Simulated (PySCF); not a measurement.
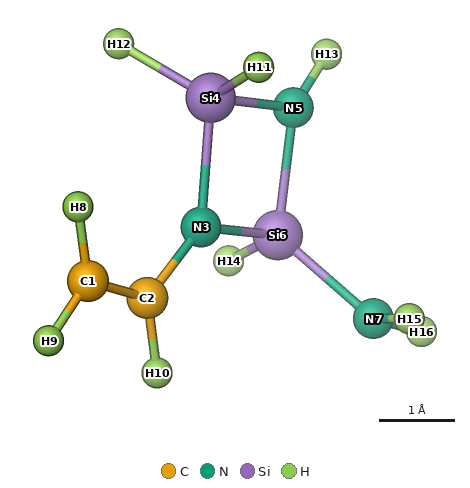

Figure 1. The input geometry (ball-and-stick view, seen at a tilt; atoms are numbered from 1 in the order of the input). Bond lengths as drawn: C–C 1.33 Å, C–H 1.07 to 1.08 Å, C–N 1.36 Å, H–N 1.00 to 1.01 Å, H–Si 1.46 Å and N–Si 1.72 to 1.75 Å.

## Excited-state calculation, with input and output: C$_{2}$H$_{9}$N$_{3}$Si$_{2}$

- system: C$_{2}$H$_{9}$N$_{3}$Si$_{2}$
- method: TDDFT PBE0/def2-SVPD, vertical, gas phase, core orbitals frozen in the response (PySCF 2.14.0)

The geometry comes from this level: GFN2-xTB.

### The program's output
```
coarse grid: 14192 points
cycle   1  E = -823.8933091020  dE =  9.393e-01  |g| = 6.747e-01  |ddm| = 6.090e+00
cycle   2  E = -823.8078821067  dE =  8.543e-02  |g| = 9.052e-01  |ddm| = 2.388e+00
cycle   3  E = -823.9967431548  dE = -1.889e-01  |g| = 8.245e-02  |ddm| = 1.363e+00
cycle   4  E = -823.9979568398  dE = -1.214e-03  |g| = 4.475e-02  |ddm| = 1.654e-01
cycle   5  E = -823.9984495307  dE = -4.927e-04  |g| = 1.151e-02  |ddm| = 7.019e-02
cycle   6  E = -823.9984796177  dE = -3.009e-05  |g| = 3.851e-03  |ddm| = 1.925e-02
cycle   7  E = -823.9984831061  dE = -3.488e-06  |g| = 1.089e-03  |ddm| = 7.133e-03
final grid: 127592 points
cycle   8  E = -824.0906624829  dE = -1.999e-05  |g| = 8.512e-03  |ddm| = 1.372e-01
cycle   9  E = -824.0906463902  dE =  1.609e-05  |g| = 1.204e-02  |ddm| = 2.638e-02
cycle  10  E = -824.0906791126  dE = -3.272e-05  |g| = 1.322e-03  |ddm| = 1.585e-02
cycle  11  E = -824.0906795474  dE = -4.348e-07  |g| = 2.374e-04  |ddm| = 2.267e-03
cycle  12  E = -824.0906795595  dE = -1.212e-08  |g| = 1.094e-04  |ddm| = 5.074e-04
cycle  13  E = -824.0906795624  dE = -2.867e-09  |g| = 1.682e-05  |ddm| = 1.710e-04
cycle  14  E = -824.0906795625  dE = -7.822e-11  |g| = 5.251e-06  |ddm| = 5.025e-05
```

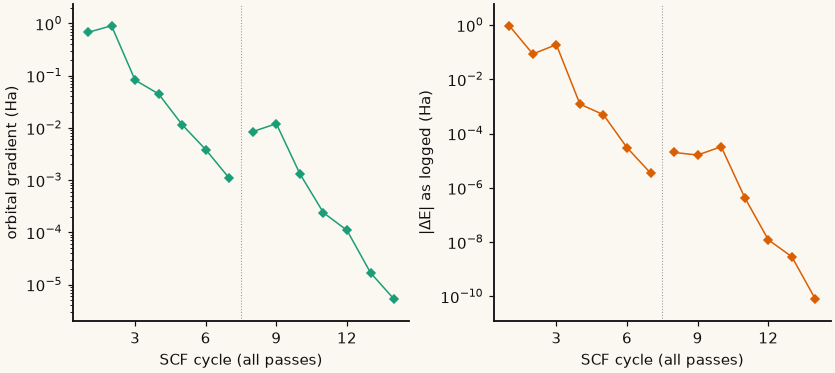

Figure 2. Convergence of the self-consistent field: orbital gradient and size of the energy change against the SCF cycle. The dotted line marks the change from a coarse to the final integration grid. The first 7 cycles use a coarse grid, the final grid takes over at cycle 8, and the field converges after 14 cycles in all.

```
converged SCF energy = -824.0906795625

Static polarisability (au): isotropic 95.883, principal 76.206 96.113 115.332

Singlet excitations
state   eV       nm        f      main configurations
  1   4.5751    271.0   0.00189   H->L 0.97
  2   5.4854    226.0   0.01515   H->L+1 0.77, H->L+2 0.18
  3   5.7328    216.3   0.01975   H->L+2 0.62, H->L+1 0.17, H->L+3 0.16
  4   5.9429    208.6   0.02421   H-1->L 0.92
  5   6.0014    206.6   0.03011   H->L+5 0.56, H->L+4 0.23, H->L+3 0.12
  6   6.0690    204.3   0.03626   H->L+4 0.70, H->L+5 0.15, H->L+3 0.10

Triplet excitations (Tamm-Dancoff, eV): 4.0361 4.4660
```

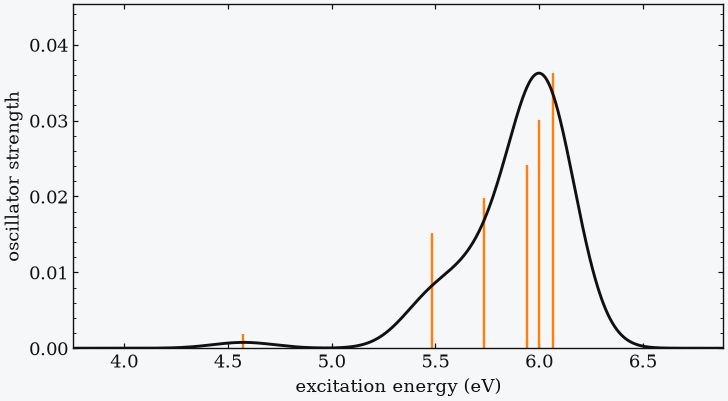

Figure 3. Computed excitations as sticks (degenerate states added up, dark ones marked on the axis), with a Gaussian envelope of 0.35 eV full width at half maximum, scaled to the tallest. Of the 6 states the lowest lies at 4.58 eV (f = 0.002); the strongest line is at 6.07 eV, or 204 nm (f = 0.036).

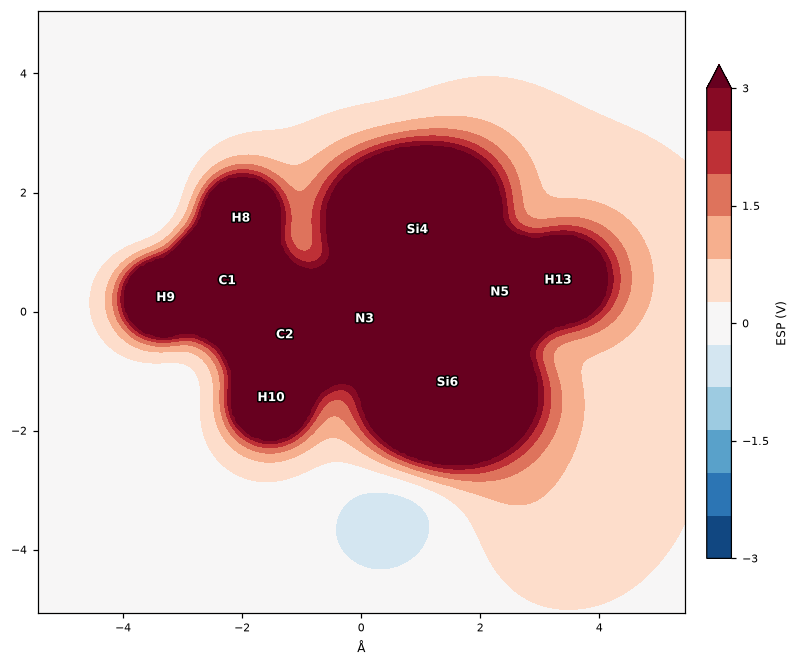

Figure 4. Molecular electrostatic potential on the plane of atoms C2, N3 and Si6. The section cuts through C, N, Si and H sites.

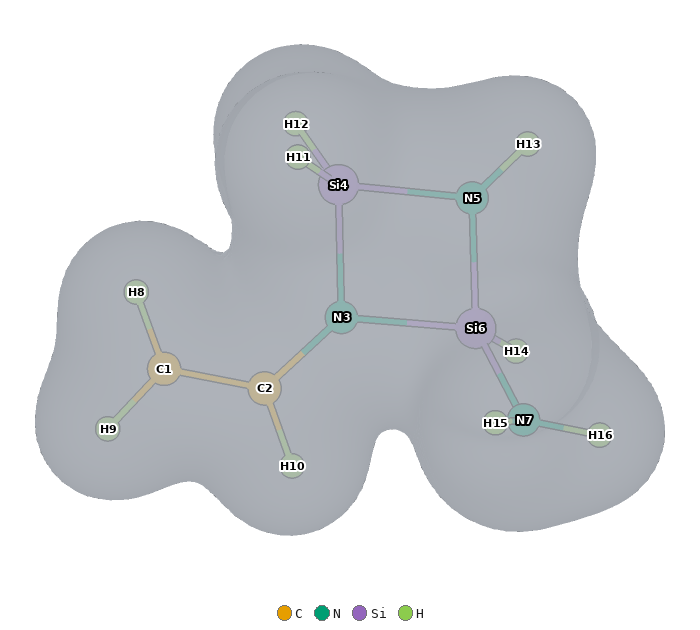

Figure 5. Isosurface of the total electron density at 0.05 e/Å³ (grey), seen face on. At this value the surface is in one piece. On the grid the lowest density along these lines, outside the cores, is 2.3 e/Å³ (C–C, 1.33 Å), 2.1 e/Å³ (C–N, 1.36 Å), 0.94 e/Å³ (Si–N, 1.72 Å) and 2.3 e/Å³ (N–H, 1.00 Å).

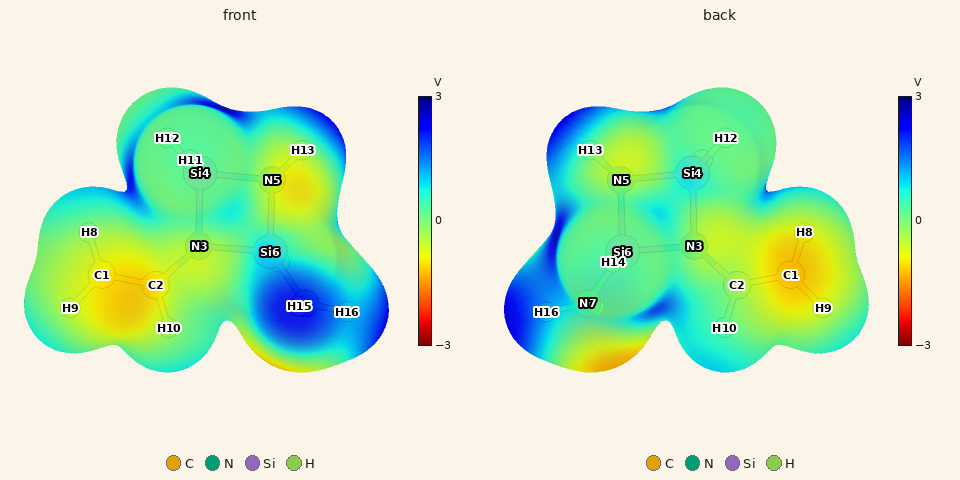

Figure 6. The molecular electrostatic potential painted on the density surface at 0.004 e/bohr³, seen face on and from behind; the colour scale runs from red (negative) to blue (positive). Its dipole moment is 2.69 D.

The run was set up as follows.

### Input
```
{"job": {"kind": "uv", "xc": "PBE0", "basis": "def2-SVPD", "nstates": 6, "ntriplets": 2}, "charge": 0, "multiplicity": 1}
C      2.299166     0.713506     1.263604
C      1.397501     0.851923     0.297295
N      0.371099    -0.010733     0.044986
Si    -0.107484    -1.512939     0.803455
N     -1.383815    -1.457770    -0.377819
Si    -0.849955    -0.020949    -1.212325
N     -1.774756     1.423452    -1.199787
H      2.274092    -0.132568     1.929008
H      3.076165     1.439870     1.412520
H      1.430196     1.704905    -0.370752
H     -0.582700    -1.369109     2.176734
H      0.851465    -2.598235     0.619010
H     -2.073101    -2.145521    -0.617567
H     -0.374342    -0.229181    -2.572509
H     -2.070353     1.800128    -0.313353
H     -2.490778     1.552164    -1.893912
```

The first line tells a small driver script what to run in PySCF; the rest is the geometry in Å.

Run as:
```bash
OMP_NUM_THREADS=1 python <driver script> task.json out
```

### Results in brief

```json
{"quantity": "outcome", "value": "converged"}
{"quantity": "total energy", "value": "−824.090680 hartree"}
{"quantity": "HOMO", "value": "−5.85 eV"}
{"quantity": "LUMO", "value": "−0.13 eV"}
{"quantity": "dipole moment", "value": "2.69 D"}
{"quantity": "mean polarisability", "value": "95.88 a.u."}
{"quantity": "lowest singlet excitation", "value": "4.58 eV"}
{"quantity": "hardware", "value": "1 CPU thread, shared host"}
{"quantity": "wall time", "value": "57 s"}
{"quantity": "peak memory", "value": "0.87 GiB"}
```
